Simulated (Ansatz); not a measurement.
Hypothetical rock salt SbP: pressure series

Base system: SbP in the rock salt structure (space group Fm-3m, No. 225; a = 5.601 Å; a hypothetical phase, not in the database extracts checked).

Cell and atoms are relaxed at each pressure.

The values are results of Kohn–Sham DFT with the r2SCAN functional, run in Ansatz (a first-principles code) with PAW and 500 eV plane waves, no spin-orbit coupling, not measurements.

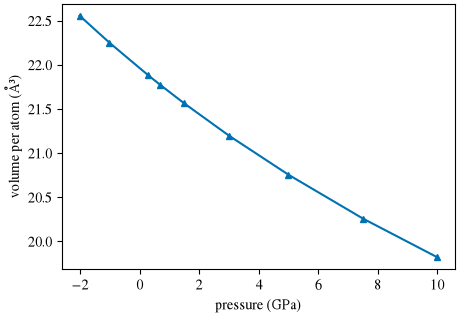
Volume against pressure

Estimate the zero-pressure bulk modulus from the plot.

About 79 GPa; a third-order Birch–Murnaghan fit to the points gives V₀ = 21.96 Å³/atom, B₀ = 79 GPa and B₀′ = 4.1.

Load acts through the strain it causes; cell and atoms are relaxed under it. Stability against distortions was not tested. No other phases were tried under pressure. The final runs are not spin-polarised.
